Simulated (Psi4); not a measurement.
## Single-point calculation of AlH2F

- system: AlH2F, SMILES [H][Al]([H])[F]
- method: revPBE/def2-TZVPP, RKS (Psi4 1.11)

The geometry comes from this level: GFN2-xTB.

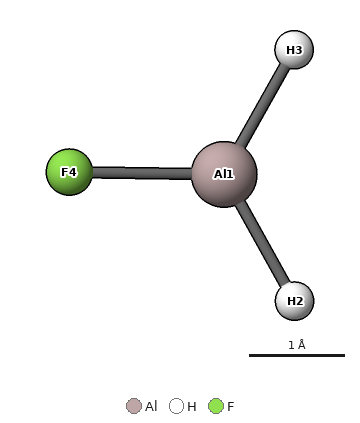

Figure 1. The structure as given in the input (ball-and-stick view, seen on its broad side; atoms are numbered from 1 in the order of the input). Sticks mark near contacts. Bond lengths as drawn: Al–F 1.64 Å and Al–H 1.53 Å.

### Input file (calc.py)
```python
import psi4

psi4.set_memory('1600 MB')
psi4.set_num_threads(1)
psi4.set_output_file('run.log', False)

geom = psi4.geometry("""
0 1
Al     0.03703863     0.06175625     0.00177634
H      2.92323624    -0.03376941     0.02660734
H     -1.39648871     2.56779765    -0.03669848
F     -1.56378616    -2.59578450     0.00831479
units au
symmetry c1
no_reorient
no_com
""")

options = {'basis': 'def2-TZVPP', 'reference': 'rks', 'puream': True, 'e_convergence': 1e-09, 'd_convergence': 1e-08, 'scf_type': 'pk', 'dft_radial_points': 99, 'dft_spherical_points': 590}
psi4.set_options(options)

E, wfn = psi4.energy("revpbe", return_wfn=True)
psi4.oeprop(wfn, "WIBERG_LOWDIN_INDICES", "LOWDIN_CHARGES", "QUADRUPOLE", title="REVPBE")
print('E =', round(E, 9))
for k, v in sorted(psi4.core.scalar_variables().items()):
    print(f'{k:45s} {v:18.10f}')
```

Run on 1 thread of Intel Xeon (Granite Rapids), 12 GiB of memory available, shared host.

Launched with:
```bash
python calc.py
```

### The program's output
```
irianni,

    h
    h
    h

    -----------------------------------------------------------------------

    Memory:     1.5 GiB
    Threads:    1
                ecpint, einsums, f̶o̶r̶t̶e̶, gauxc, gcp, g̶d̶m̶a̶, geometric, g̶p̶u̶_̶d̶f̶c̶c̶,
                i̶n̶t̶e̶g̶r̶a̶t̶o̶r̶x̶x̶, i̶p̶i̶, libefp, m̶d̶i̶, m̶p̶2̶d̶, m̶r̶c̶c̶, ooo,
                o̶p̶e̶n̶f̶e̶r̶m̶i̶o̶n̶p̶s̶i̶4̶, pcmsolver, p̶s̶i̶4̶f̶o̶c̶k̶c̶i̶, p̶s̶i̶x̶a̶s̶,
                p̶y̶e̶i̶n̶s̶u̶m̶s̶, r̶e̶s̶p̶, s̶i̶m̶i̶n̶t̶, s̶n̶s̶m̶p̶2̶,
                v̶2̶r̶d̶m̶_̶c̶a̶s̶s̶c̶f̶

   => Loading Basis Set <=

    Name: DEF2-TZVPP
    Role: ORBITAL
    Keyword: BASIS

         ---------------------------------------------------------
                                   SCF
                              RKS Reference
                        1 Threads,   1525 MiB Core
         ---------------------------------------------------------

  ==> Geometry <==

    Molecular point group: c1
    Full point group: C1

    Geometry (in Bohr), charge = 0, multiplicity = 1:

       Center              X                  Y                   Z               Mass
    ------------   -----------------  -----------------  -----------------  -----------------
         AL           0.037038630000     0.061756250000     0.001776340000    26.981538530000
         H            2.923236240000    -0.033769410000     0.026607340000     1.007825032230
         H           -1.396488710000     2.567797650000    -0.036698480000     1.007825032230
         F           -1.563786160000    -2.595784500000     0.008314790000    18.998403162730

  Running in c1 symmetry.

  Rotational constants: A =      4.69734  B =      0.33627  C =      0.31380 [cm^-1]
  Rotational constants: A = 140822.65070  B =  10080.99936  C =   9407.55666 [MHz]
  Nuclear repulsion =   50.398213586904838

  Charge       = 0
  Multiplicity = 1
  Electrons    = 24
  Nalpha       = 12
  Nbeta        = 12

  ==> Algorithm <==

  SCF Algorithm Type is PK.
  DIIS enabled.
  MOM disabled.
  Fractional occupation disabled.
  Guess Type is SAD.
  Energy threshold   = 1.00e-09
  Density threshold  = 1.00e-08
  Integral threshold = 1.00e-12

  ==> Primary Basis <==

  Basis Set: DEF2-TZVPP
    Blend: DEF2-TZVPP
    Number of shells: 37
    Number of basis functions: 101
    Number of Cartesian functions: 114
    Spherical Harmonics?: true
    Max angular momentum: 3

  ==> DFT Potential <==

   => LibXC <=

    Version 7.1.2

   => Composite Functional: REVPBE <=

    revPBE GGA Exchange-Correlation Functional

    Deriv               =              1
    GGA                 =           TRUE
    Meta                =          FALSE

    Exchange Hybrid     =          FALSE
    MP2 Hybrid          =          FALSE

   => Exchange Functionals <=

    1.0000   XC_GGA_X_PBE_R

   => Correlation Functionals <=

    1.0000     XC_GGA_C_PBE

   => LibXC Density Thresholds  <==

    XC_GGA_C_PBE:  1.00E-12
    XC_GGA_X_PBE_R:  1.00E-15

   => Molecular Quadrature <=

    Radial Scheme          =       TREUTLER
    Pruning Scheme         =           NONE
    Nuclear Scheme         =       TREUTLER

    Blocking Scheme        =         OCTREE
    BS radius alpha        =              1
    Pruning alpha          =              1
    Radial Points          =             99
    Spherical Points       =            590
    Total Points           =         224713
    Total Blocks           =           1669
    Max Points             =            256
    Max Functions          =            101
    Weights Tolerance      =       1.00E-15

  ==> Integral Setup <==

  Using in-core PK algorithm.
   Calculation information:
      Number of atoms:                   4
      Number of AO shells:              37
      Number of primitives:             63
      Number of atomic orbitals:       114
      Number of basis functions:       101

      Integral cutoff                 1.00e-12
      Number of threads:                 1

  Performing in-core PK
  Using 26537952 doubles for integral storage.
  We computed 235490 shell quartets total.
  Whereas there are 247456 unique shell quartets.

  ==> DiskJK: Disk-Based J/K Matrices <==

    J tasked:                  Yes
    K tasked:                   No
    wK tasked:                  No
    Memory [MiB]:              793
    Schwarz Cutoff:          1E-12

  Cached 50.0% of DFT collocation blocks in 0.259 [GiB].

  Minimum eigenvalue in the overlap matrix is 4.6154504813E-03.
  Reciprocal condition number of the overlap matrix is 1.0391705107E-03.
    Using symmetric orthogonalization.

  ==> Pre-Iterations <==

  SCF Guess: Superposition of Atomic Densities via on-the-fly atomic UHF (no occupation information).

   -------------------------
    Irrep   Nso     Nmo
   -------------------------
     A        101     101
   -------------------------
    Total     101     101
   -------------------------

  ==> Iterations <==

                        Total Energy        Delta E     RMS |[F,P]|

   @RKS iter SAD:  -342.99385454629117   -3.42994e+02   0.00000e+00
   @RKS iter   1:  -343.37715422314534   -3.83300e-01   5.71809e-03 DIIS/ADIIS
   @RKS iter   2:  -342.94820200354087    4.28952e-01   1.27847e-02 DIIS/ADIIS
   @RKS iter   3:  -343.48170776705240   -5.33506e-01   1.37510e-03 DIIS/ADIIS
   @RKS iter   4:  -343.49005391562537   -8.34615e-03   2.16572e-04 DIIS/ADIIS
   @RKS iter   5:  -343.49013293020556   -7.90146e-05   6.88386e-05 DIIS
   @RKS iter   6:  -343.49015179604811   -1.88658e-05   1.28046e-05 DIIS
   @RKS iter   7:  -343.49015237688081   -5.80833e-07   1.05717e-06 DIIS
   @RKS iter   8:  -343.49015238387040   -6.98958e-09   2.29283e-07 DIIS
   @RKS iter   9:  -343.49015238410414   -2.33740e-10   3.04332e-08 DIIS
   @RKS iter  10:  -343.49015238410789   -3.75167e-12   2.83635e-09 DIIS
  Energy and wave function converged.

  ==> Post-Iterations <==

   Electrons on quadrature grid:
      Ntotal   =   23.9999998787 ; deviation = -1.213e-07

    Orbital Energies [Eh]
    ---------------------

    Doubly Occupied:

       1A    -55.396114     2A    -24.232794     3A     -3.947310
       4A     -2.550577     5A     -2.542034     6A     -2.539586
       7A     -1.046585     8A     -0.410809     9A     -0.351705
      10A     -0.350685    11A     -0.339269    12A     -0.272838

    Virtual:

      13A     -0.073323    14A     -0.020849    15A      0.023612
      16A      0.072218    17A      0.100383    18A      0.118434
      19A      0.159395    20A      0.164490    21A      0.170883
      22A      0.194557    23A      0.244852    24A      0.284923
      25A      0.317034    26A      0.389208    27A      0.435209
      28A      0.543996    29A      0.597834    30A      0.600840
      31A      0.601935    32A      0.639252    33A      0.661581
      34A      0.678770    35A      0.712081    36A      0.734451
      37A      0.754033    38A      0.772534    39A      0.847193
      40A      0.847849    41A      0.849041    42A      0.921897
      43A      0.980920    44A      1.052739    45A      1.072986
      46A      1.087393    47A      1.315451    48A      1.376440
      49A      1.457766    50A      1.798518    51A      1.822300
      52A      1.886702    53A      1.994206    54A      2.051456
      55A      2.268062    56A      2.350058    57A      2.488386
      58A      2.521349    59A      2.625496    60A      2.985437
      61A      3.021675    62A      3.104032    63A      3.142367
      64A      3.158890    65A      3.171749    66A      3.180431
      67A      3.234062    68A      3.241372    69A      3.284120
      70A      3.397248    71A      3.443214    72A      3.458907
      73A      3.484069    74A      3.561133    75A      3.573198
      76A      3.751638    77A      3.773157    78A      3.849932
      79A      3.863214    80A      3.897500    81A      4.082076
      82A      4.167909    83A      4.410081    84A      4.491275
      85A      6.738490    86A      6.743253    87A      6.748381
      88A      6.749154    89A      6.749379    90A      6.757239
      91A      6.795546    92A      8.048337    93A      8.174705
      94A      8.305256    95A      8.392074    96A      8.504945
      97A      8.600402    98A      8.988599    99A      9.388479
     100A      9.531361   101A     56.337684

    Final Occupation by Irrep:
              A
    DOCC [    12 ]
    NA   [    12 ]
    NB   [    12 ]

  @RKS Final Energy:  -343.49015238410789

   => Energetics <=

    Nuclear Repulsion Energy =             50.3982135869048378
    One-Electron Energy =                -578.4591798198587185
    Two-Electron Energy =                 214.4019637508603182
    DFT Exchange-Correlation Energy =     -29.8311499020142961
    Empirical Dispersion Energy =           0.0000000000000000
    VV10 Nonlocal Energy =                  0.0000000000000000
    Total Energy =                       -343.4901523841078870

Computation Completed

Properties will be evaluated at   0.000000,   0.000000,   0.000000 [a0]

Properties computed using the SCF density matrix

 Multipole Moments:

 ------------------------------------------------------------------------------------
     Multipole            Electronic (a.u.)      Nuclear  (a.u.)        Total (a.u.)
 ------------------------------------------------------------------------------------

 L = 1.  Multiply by 2.5417464519 to convert [e a0] to [Debye]
 Dipole X            :         12.2884341          -12.0658257            0.2226084
 Dipole Y            :         20.3951322          -20.0252010            0.3699312
 Dipole Z            :         -0.0862174            0.0878344            0.0016170
 Magnitude           :                                                    0.4317478

 ------------------------------------------------------------------------------------

	total time  =         10 seconds =       0.17 minutes

Properties will be evaluated at   0.000000,   0.000000,   0.000000 [a0]

Properties computed using the REVPBE density matrix

 Multipole Moments:

 ------------------------------------------------------------------------------------
     Multipole            Electronic (a.u.)      Nuclear  (a.u.)        Total (a.u.)
 ------------------------------------------------------------------------------------

 L = 1.  Multiply by 2.5417464519 to convert [e a0] to [Debye]
 Dipole X            :         12.2884341          -12.0658257            0.2226084
 Dipole Y            :         20.3951322          -20.0252010            0.3699312
 Dipole Z            :         -0.0862174            0.0878344            0.0016170
 Magnitude           :                                                    0.4317478

 L = 2.  Multiply by 1.3450342976 to convert [e a0^2] to [Debye ang]
 Quadrupole XX       :        -48.4894959           32.5221694          -15.9673265
 Quadrupole XY       :        -33.5005271           32.8783863           -0.6221408
 Quadrupole XZ       :         -0.0518024            0.0128609           -0.0389415
 Quadrupole YY       :        -83.9113876           67.2871795          -16.6242080
 Quadrupole YZ       :          0.3302092           -0.2879573            0.0422519
 Quadrupole ZZ       :        -11.2020746            0.0027180          -11.1993567
 Traceless XX        :         -0.6218432           -0.7485196           -1.3703628
 Traceless YY        :        -36.0437349           34.0164906           -2.0272443
 Traceless ZZ        :         36.6655781          -33.2679710            3.3976071

 ------------------------------------------------------------------------------------
  Lowdin Charges: (a.u.)
   Center  Symbol    Alpha    Beta     Spin     Total
       1    AL     6.32447  6.32447  0.00000  0.35107
       2     H     0.58911  0.58911  0.00000 -0.17821
       3     H     0.58914  0.58914  0.00000 -0.17827
       4     F     4.49729  4.49729  0.00000  0.00542

  Total alpha = 12.00000, Total beta = 12.00000, Total charge =  0.00000

  Wiberg Bond Indices using Orthogonal Lowdin Orbitals:

  Irrep: 1 Size: 4 x 4

                 1                   2                   3                   4

    1     0.00000000000000     0.99279794432083     0.99286097087653     1.78630950289351
    2     0.99279794432083     0.00000000000000     0.03478220577301     0.02989427101897
    3     0.99286097087653     0.03478220577301     0.00000000000000     0.02990364693938
    4     1.78630950289351     0.02989427101897     0.02990364693938     0.00000000000000

  Atomic Valences:

 #  #
 Irrep: 1
      1:    3.771968418090871
      2:    1.057474421112808
      3:    1.057546823588910
      4:    1.846107420851860
```

### Standard output
```
E = -343.490152384
CURRENT ENERGY                                   -343.4901523841
CURRENT REFERENCE ENERGY                         -343.4901523841
DD SOLVATION ENERGY                                 0.0000000000
DFT FUNCTIONAL TOTAL ENERGY                      -343.4901523841
DFT TOTAL ENERGY                                 -343.4901523841
DFT VV10 ENERGY                                     0.0000000000
DFT XC ENERGY                                     -29.8311499020
GRID ELECTRONS ALPHA                               11.9999999393
GRID ELECTRONS BETA                                11.9999999393
GRID ELECTRONS TOTAL                               23.9999998787
NUCLEAR REPULSION ENERGY                           50.3982135869
ONE-ELECTRON ENERGY                              -578.4591798199
PCM POLARIZATION ENERGY                             0.0000000000
PE ENERGY                                           0.0000000000
SCF ITERATION ENERGY                             -343.4901523841
SCF ITERATIONS                                     10.0000000000
SCF TOTAL ENERGY                                 -343.4901523841
TWO-ELECTRON ENERGY                               214.4019637509
XC GRID RADIAL POINTS                              99.0000000000
XC GRID SPHERICAL POINTS                          590.0000000000
XC GRID TOTAL POINTS                           224713.0000000000
```

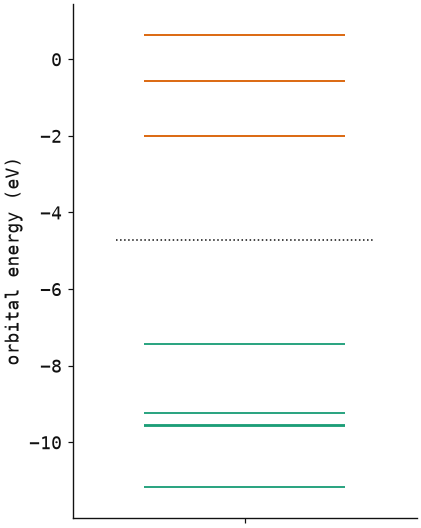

Figure 2. Orbital energies near the frontier; the dotted line parts filled from empty levels, and levels within 0.02 eV of each other stand side by side. Highest filled −7.42 eV, lowest empty −2.00 eV, 5.42 eV apart.

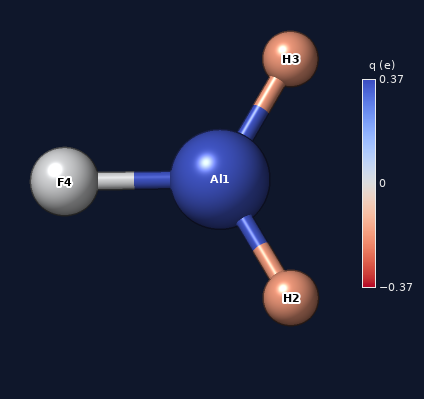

Figure 3. Löwdin charges, as the colour of each atom (ball-and-stick view, seen at a tilt; atoms are numbered from 1 in the order of the input). By element: Al +0.35, H −0.18 and F +0.01 e.

### Summary

| quantity | value |
| --- | --- |
| outcome | converged |
| total energy | −343.490152 hartree |
| basis functions | 101 |
| HOMO | −7.42 eV |
| LUMO | −2.00 eV |
| dipole moment | 1.10 D |
| wall time | 12 s |
| peak memory | 0.69 GiB |
